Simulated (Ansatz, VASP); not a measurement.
# LiNbO3 in two plane-wave programs

One calculation is typed for both programs; each brings its own data sets and cutoff. How far apart do they land? The structure shown is the end of the VASP relaxation below.

Method: plane waves, with VASP 6.6.1 beside it; single point at LDA, in Ansatz 0.2.0.

### Step 1. Set-up

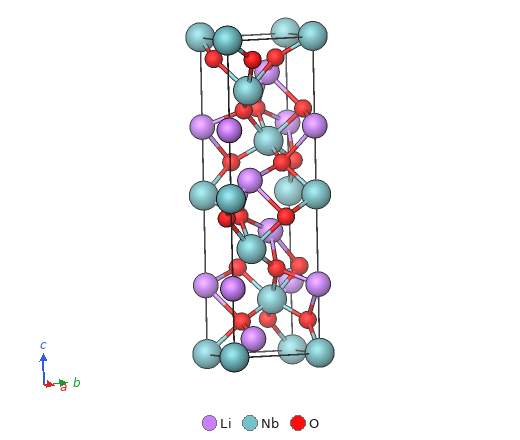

The cell as given, slightly off an axis (lithium purple, niobium teal, oxygen red). Bonds to atoms that aren't drawn are left out. Some periodic images of atoms are drawn too.

### Step 2. VASP: relaxation, LDA

This run makes the geometry at which the two programs are then compared.

Lines of VASP's logs that name or quote its potential files are left out, and so is its time.

Input file INCAR:

```
SYSTEM = LiNbO3
PREC = Accurate
ENCUT = 650
EDIFF = 1E-06
NELM = 120
ISMEAR = 0
SIGMA = 0.02
LREAL = Auto
ALGO = Normal
GGA = CA
NBANDS = 128
LASPH = .TRUE.
LORBIT = 11
LWAVE = .FALSE.
LCHARG = .FALSE.
KPAR = 4
NCORE = 4
IBRION = 2
NSW = 80
ISIF = 3
EDIFFG = -0.005
POTIM = 0.4
```

Input file POSCAR:

```
LiNbO3
1.0
    5.0622447960      0.0000000000      0.0000000000
   -2.5311223980      4.3840325892      0.0000000000
    0.0000000000      0.0000000000     13.6734625073
Li Nb O
6 6 18
Direct
    0.6666666670      0.3333333330      0.0516911439
    0.0000000000      0.0000000000      0.2183578109
    0.3333333330      0.6666666670      0.3850244779
    0.6666666670      0.3333333330      0.5516911439
    0.0000000000      0.0000000000      0.7183578109
    0.3333333330      0.6666666670      0.8850244779
    0.6666666670      0.3333333330      0.3351393829
    0.3333333330      0.6666666670      0.1684727169
    0.3333333330      0.6666666670      0.6684727169
    0.0000000000      0.0000000000      0.5018060499
    0.0000000000      0.0000000000      0.0018060499
    0.6666666670      0.3333333330      0.8351393829
    0.0123723101      0.3754412801      0.2693887127
    0.3630689710      0.9876276899      0.2693887127
    0.6245587199      0.6369310290      0.2693887127
    0.2912253859      0.3209610239      0.1027220467
    0.6790389761      0.9702643630      0.1027220467
    0.0297356370      0.7087746141      0.1027220467
    0.6790389761      0.7087746141      0.6027220467
    0.0297356370      0.3209610239      0.6027220467
    0.2912253859      0.9702643630      0.6027220467
    0.9578920529      0.6542943569      0.4360553797
    0.3457056431      0.3035976960      0.4360553797
    0.6964023040      0.0421079471      0.4360553797
    0.3457056431      0.0421079471      0.9360553797
    0.6964023040      0.6542943569      0.9360553797
    0.9578920529      0.3035976960      0.9360553797
    0.6245587199      0.9876276899      0.7693887127
    0.0123723101      0.6369310290      0.7693887127
    0.3630689710      0.3754412801      0.7693887127
```

Input file KPOINTS:

```
Automatic mesh
0
Gamma
6 6 2
0 0 0
```

PAW data sets: Li_sv, Nb_sv and O (LDA family, release 64).

Launch:

```console
$ mpirun -np 16 vasp_std
```

Numbers of over 12 decimals in the logs are rounded to 6 here.

Output:

```text
[banner, memory and clock lines left out]
running   16 mpi-ranks, on    1 nodes
 distrk:  each k-point on    4 cores,    4 groups
 distr:  one band on    4 cores,    1 groups

 POSCAR found type information on POSCAR LiNbO
 POSCAR found :  3 types and      30 ions
 LDA part: xc-table for (Slater(with rela. corr.)+CA(PZ))
 , standard interpolation
 POSCAR, INCAR and KPOINTS ok, starting setup
 FFT: planning ... GRIDC
 FFT: planning ... GRID_SOFT
 FFT: planning ... GRID
 WAVECAR not read
 entering main loop
       N       E                     dE             d eps       ncg     rms          rms(c)
DAV:   1     0.300753374463E+04    0.30075E+04   -0.11858E+05  3584   0.200E+03
DAV:   2     0.769076356947E+02   -0.29306E+04   -0.28066E+04  4112   0.714E+02
DAV:   3    -0.289847628170E+03   -0.36676E+03   -0.36065E+03  5936   0.232E+02
DAV:   4    -0.313495342196E+03   -0.23648E+02   -0.23566E+02  6480   0.527E+01
DAV:   5    -0.316239923537E+03   -0.27446E+01   -0.27425E+01  6864   0.153E+01    0.472E+01
DAV:   6    -0.263262466671E+03    0.52977E+02   -0.24579E+02  5032   0.579E+01    0.163E+01
DAV:   7    -0.263137621957E+03    0.12484E+00   -0.25817E+01  6088   0.191E+01    0.959E+00
DAV:   8    -0.262905204781E+03    0.23242E+00   -0.23824E+00  5768   0.603E+00    0.254E+00
DAV:   9    -0.262911787790E+03   -0.65830E-02   -0.24045E-01  6224   0.218E+00    0.158E+00
DAV:  10    -0.262914450418E+03   -0.26626E-02   -0.48360E-02  5496   0.101E+00    0.868E-02
DAV:  11    -0.262914667427E+03   -0.21701E-03   -0.28474E-03  6920   0.183E-01    0.745E-02
DAV:  12    -0.262914723161E+03   -0.55734E-04   -0.21122E-04  5616   0.641E-02    0.154E-02
DAV:  13    -0.262914717917E+03    0.52435E-05   -0.27472E-05  6648   0.234E-02    0.125E-02
DAV:  14    -0.262914717600E+03    0.31709E-06   -0.14559E-06  2640   0.653E-03
   1 F= -.26291472E+03 E0= -.26291472E+03  d E =-.262915E+03
[...]
2 F= -.26291475E+03 E0= -.26291475E+03  d E =-.342750E-04
[...]
3 F= -.26291475E+03 E0= -.26291475E+03  d E =-.356295E-04
[...]
4 F= -.26291476E+03 E0= -.26291476E+03  d E =-.458137E-04
 curvature:  -0.77 expect dE=-0.393E-04 dE for cont linesearch -0.475E-06
 trial: gam= 1.40646 g(F)=  0.376E-04 g(S)=  0.134E-04 ort =-0.495E-05 (trialstep = 0.413E+00)
 search vector abs. value=  0.116E-03
 bond charge predicted
       N       E                     dE             d eps       ncg     rms          rms(c)
DAV:   1    -0.262914771323E+03   -0.71725E-05   -0.35878E-03  3912   0.204E-01    0.102E-02
DAV:   2    -0.262914779400E+03   -0.80775E-05   -0.10181E-04  4552   0.449E-02    0.835E-03
DAV:   3    -0.262914779249E+03    0.15175E-06   -0.29125E-06  3504   0.758E-03
   5 F= -.26291478E+03 E0= -.26291478E+03  d E =-.158346E-04
 ZBRENT: can't locate minimum, use default step
 trial-energy change:   -0.000016  1 .order   -0.000016   -0.000018   -0.000014
 step:   1.6530(harm=  1.8579)  dis= 0.00041  next Energy=  -262.914804 (dE=-0.409E-04)
 reached required accuracy - stopping structural energy minimisation
```

From OUTCAR (step 2):

```text
ion  position               nearest neighbor table
   1  0.667  0.333  0.052-  17 2.00  18 2.00  16 2.00  27 2.22  25 2.22  26 2.22
   2  0.000  0.000  0.218-  13 2.00  15 2.00  14 2.00  18 2.22  16 2.22  17 2.22
   3  0.333  0.667  0.385-  22 2.00  24 2.00  23 2.00  14 2.22  13 2.22  15 2.22
   4  0.667  0.333  0.552-  20 2.00  21 2.00  19 2.00  24 2.22  22 2.22  23 2.22
   5  0.000  0.000  0.718-  28 2.00  30 2.00  29 2.00  21 2.22  19 2.22  20 2.22
   6  0.333  0.667  0.885-  25 2.00  27 2.00  26 2.00  29 2.22  28 2.22  30 2.22
   7  0.667  0.333  0.335-  14 1.88  15 1.88  13 1.88  24 2.08  22 2.08  23 2.08
   8  0.333  0.667  0.168-  16 1.88  17 1.88  18 1.88  14 2.08  13 2.08  15 2.08
   9  0.333  0.667  0.668-  20 1.88  21 1.88  19 1.88  29 2.08  28 2.08  30 2.08
  10  0.000  0.000  0.502-  22 1.88  23 1.88  24 1.88  21 2.08  19 2.08  20 2.08
  11  0.000  0.000  0.002-  26 1.88  27 1.88  25 1.88  18 2.08  16 2.08  17 2.08
  12  0.667  0.333  0.835-  28 1.88  29 1.88  30 1.88  27 2.08  25 2.08  26 2.08
  13  0.012  0.375  0.269-   7 1.88   2 2.00   8 2.08   3 2.22
  14  0.363  0.988  0.269-   7 1.88   2 2.00   8 2.08   3 2.22
  15  0.625  0.637  0.269-   7 1.88   2 2.00   8 2.08   3 2.22
  16  0.291  0.321  0.103-   8 1.88   1 2.00  11 2.08   2 2.22
  17  0.679  0.970  0.103-   8 1.88   1 2.00  11 2.08   2 2.22
  18  0.030  0.709  0.103-   8 1.88   1 2.00  11 2.08   2 2.22
  19  0.679  0.709  0.603-   9 1.88   4 2.00  10 2.08   5 2.22
  20  0.030  0.321  0.603-   9 1.88   4 2.00  10 2.08   5 2.22
  21  0.291  0.970  0.603-   9 1.88   4 2.00  10 2.08   5 2.22
  22  0.958  0.654  0.436-  10 1.88   3 2.00   7 2.08   4 2.22
  23  0.346  0.304  0.436-  10 1.88   3 2.00   7 2.08   4 2.22
  24  0.696  0.042  0.436-  10 1.88   3 2.00   7 2.08   4 2.22
  25  0.346  0.042  0.936-  11 1.88   6 2.00  12 2.08   1 2.22
  26  0.696  0.654  0.936-  11 1.88   6 2.00  12 2.08   1 2.22
  27  0.958  0.304  0.936-  11 1.88   6 2.00  12 2.08   1 2.22
  28  0.625  0.988  0.769-  12 1.88   5 2.00   9 2.08   6 2.22
  29  0.012  0.637  0.769-  12 1.88   5 2.00   9 2.08   6 2.22
  30  0.363  0.375  0.769-  12 1.88   5 2.00   9 2.08   6 2.22

  LATTYP: Found a hexagonal cell.
 ALAT       =     5.0622447960
 C/A-ratio  =     2.7010670282

 Subroutine GETGRP returns: Found  6 space group operations
 (whereof  3 operations were pure point group operations)

The static configuration has the point symmetry C_3 .
 The point group associated with its full space group is C_3v.

 Found     14 irreducible k-points:

   k-points           NKPTS =     14   k-points in BZ     NKDIM =     14   number of bands    NBANDS=    128

   dimension x,y,z NGX =    42 NGY =   42 NGZ =  120
   dimension x,y,z NGXF=    84 NGYF=   84 NGZF=  240

   ENCUT  =  650.0 eV  47.77 Ry    6.91 a.u.  10.52 10.52 28.42*2*pi/ulx,y,z

   NELECT =     204.0000    total number of electrons

 k-points in reciprocal lattice and weights: Automatic mesh
   0.00000000  0.00000000  0.00000000       0.014
   0.16666667  0.00000000  0.00000000       0.083
   0.33333333  0.00000000  0.00000000       0.083
   0.50000000  0.00000000  0.00000000       0.042
   0.16666667  0.16666667  0.00000000       0.083
   0.33333333  0.16666667  0.00000000       0.167
   0.33333333  0.33333333  0.00000000       0.028
   0.00000000  0.00000000  0.50000000       0.014
   0.16666667  0.00000000  0.50000000       0.083
[...]
0.33333333  0.16666667  0.50000000       0.167
   0.33333333  0.33333333  0.50000000       0.028

 average (electrostatic) potential at core
       1 -60.2835       2 -60.2835       3 -60.2835       4 -60.2835       5 -60.2835
       6 -60.2835       7 -83.8829       8 -83.8829       9 -83.8829      10 -83.8829
      11 -83.8829      12 -83.8829      13 -70.3750      14 -70.3750      15 -70.3750
      16 -70.3750      17 -70.3750      18 -70.3750      19 -70.3750      20 -70.3750
      21 -70.3750      22 -70.3750      23 -70.3750      24 -70.3750      25 -70.3750
      26 -70.3750      27 -70.3750      28 -70.3750      29 -70.3750      30 -70.3750

 E-fermi :   3.8464

 k-point     1 :       0.0000    0.0000    0.0000
  band No.  band energies     occupation
    ...
     98       3.6658      2.00000
     99       3.6658      2.00000
    100       3.6658      2.00000
    101       3.7285      2.00000
    102       3.7285      2.00000
    103       7.2121      0.00000
    104       7.2121      0.00000
    105       7.6372      0.00000
    106       8.0422      0.00000
    107       8.0422      0.00000
    ...

 k-point     2 :       0.1667    0.0000    0.0000
  band No.  band energies     occupation
    ...
     98       3.5637      2.00000
     99       3.5770      2.00000
    100       3.5833      2.00000
    101       3.6318      2.00000
    102       3.6565      2.00000
    103       7.2393      0.00000
    104       7.3449      0.00000
    105       7.6605      0.00000
    106       7.7009      0.00000
    107       7.8383      0.00000
    ...

 k-point     3 :       0.3333    0.0000    0.0000
  band No.  band energies     occupation
    ...
     98       3.4964      2.00000
     99       3.5066      2.00000
    100       3.5616      2.00000
    101       3.5707      2.00000
    102       3.6854      2.00000
    103       7.4092      0.00000
    104       7.4235      0.00000
    105       7.6048      0.00000
    106       7.6630      0.00000
    107       7.8297      0.00000
    ...

  Total       -0.0565799     -0.0565799     -0.0357899      0.0000000      0.0000000     -0.0000000
  in kB       -0.2986874     -0.2986874     -0.1889360      0.0000000      0.0000000     -0.0000000
  external PRESSURE =      -0.2621036 kB  Pullay stress =       0.0000000 kB

  energy-cutoff  :      650.00
  volume of cell :      303.50
      direct lattice vectors                 reciprocal lattice vectors
     5.062537927  0.000000000 -0.000000000     0.197529384  0.114043643  0.000000000
    -2.531268963  4.384286448 -0.000000000    -0.000000000  0.228087287  0.000000000
    -0.000000000 -0.000000000 13.673780986     0.000000000  0.000000000  0.073132662

 POSITION                                       TOTAL-FORCE (eV/Angst)
 -----------------------------------------------------------------------------------
      2.53127      1.46143      0.70595         0.000000      0.000000     -0.003500
     -0.00000     -0.00000      2.98491         0.000000      0.000000     -0.003500
     -0.00000      2.92286      5.26388         0.000000      0.000000     -0.003500
      2.53127      1.46143      7.54284         0.000000      0.000000     -0.003500
     -0.00000     -0.00000      9.82180         0.000000      0.000000     -0.003500
     -0.00000      2.92286     12.10077         0.000000      0.000000     -0.003500
      2.53127      1.46143      4.58266         0.000000      0.000000     -0.003790
     -0.00000      2.92286      2.30369         0.000000      0.000000     -0.003790
     -0.00000      2.92286      9.14058         0.000000      0.000000     -0.003790
     -0.00000     -0.00000      6.86162         0.000000      0.000000     -0.003790
      0.00000      0.00000      0.02473         0.000000      0.000000     -0.003790
      2.53127      1.46143     11.41955         0.000000     -0.000000     -0.003790
     -0.88735      1.64637      3.68384        -0.003421      0.001288      0.002430
     -0.66179      4.32957      3.68384         0.002826      0.002319      0.002430
      1.54915      2.79263      3.68384         0.000595     -0.003607      0.002430
      0.66179      1.40672      1.40488        -0.002826      0.002319      0.002430
      0.98212      4.25406      1.40488        -0.000595     -0.003607      0.002430
     -1.64391      3.10780      1.40488         0.003421      0.001288      0.002430
      1.64391      3.10780      8.24177        -0.003421      0.001288      0.002430
     -0.66179      1.40672      8.24177         0.002826      0.002319      0.002430
     -0.98212      4.25406      8.24177         0.000595     -0.003607      0.002430
      3.19306      2.86814      5.96280        -0.002826      0.002319      0.002430
      0.98212      1.33120      5.96280        -0.000595     -0.003607      0.002430
      3.41862      0.18494      5.96280         0.003421      0.001288      0.002430
      1.64391      0.18494     12.79969        -0.003421      0.001288      0.002430
      1.86947      2.86814     12.79969         0.002826      0.002319      0.002430
      4.08042      1.33120     12.79969         0.000595     -0.003607      0.002430
      0.66179      4.32957     10.52073        -0.002826      0.002319      0.002430
     -1.54915      2.79263     10.52073        -0.000595     -0.003607      0.002430
      0.88735      1.64637     10.52073         0.003421      0.001288      0.002430
 -----------------------------------------------------------------------------------
    total drift:                               -0.000001     -0.000005     -0.044659

  FREE ENERGIE OF THE ION-ELECTRON SYSTEM (eV)
  ---------------------------------------------------
  free  energy   TOTEN  =      -262.9147792486 eV

  energy  without entropy=     -262.9147792486  energy(sigma->0) =     -262.91477925

 reached required accuracy - stopping structural energy minimisation

 total charge
# of ion       s       p       d       tot
------------------------------------------
    1        2.018   0.075   0.000   2.093
    2        2.018   0.075   0.000   2.093
    3        2.018   0.075   0.000   2.093
    4        2.018   0.075   0.000   2.093
    5        2.018   0.075   0.000   2.093
    6        2.018   0.075   0.000   2.093
    7        2.226   6.159   2.125  10.510
    8        2.226   6.159   2.125  10.510
    9        2.226   6.159   2.125  10.510
   10        2.226   6.159   2.125  10.510
   11        2.226   6.159   2.125  10.510
   12        2.226   6.159   2.125  10.510
   13        1.556   3.507   0.000   5.063
   14        1.556   3.507   0.000   5.063
   15        1.556   3.507   0.000   5.063
   16        1.556   3.507   0.000   5.063
   17        1.556   3.507   0.000   5.063
   18        1.556   3.507   0.000   5.063
   19        1.556   3.507   0.000   5.063
   20        1.556   3.507   0.000   5.063
   21        1.556   3.507   0.000   5.063
   22        1.556   3.507   0.000   5.063
   23        1.556   3.507   0.000   5.063
   24        1.556   3.507   0.000   5.063
   25        1.556   3.507   0.000   5.063
   26        1.556   3.507   0.000   5.063
   27        1.556   3.507   0.000   5.063
   28        1.556   3.507   0.000   5.063
   29        1.556   3.507   0.000   5.063
   30        1.556   3.507   0.000   5.063
--------------------------------------------------
tot         53.479 100.517  12.752 166.749

[... 3 further parts left out ...]
```

The run keeps the 6 symmetry operations of its start, so it cannot find a distortion of lower symmetry.

(Part 1 of 2 ends here.)

[Lines on the potential files, build, host, timing and source positions are cut from VASP's logs without a mark.]

[Logs are printed without paths, hosts, clocks, repeated set-up lines and the standing remarks that a program may print on its own settings, such as how far it seeks lower states.]

[Hosts, paths, dates, database ids (printed as entryN), source tags and the programs' standing remarks are cut or masked in the printed files.]
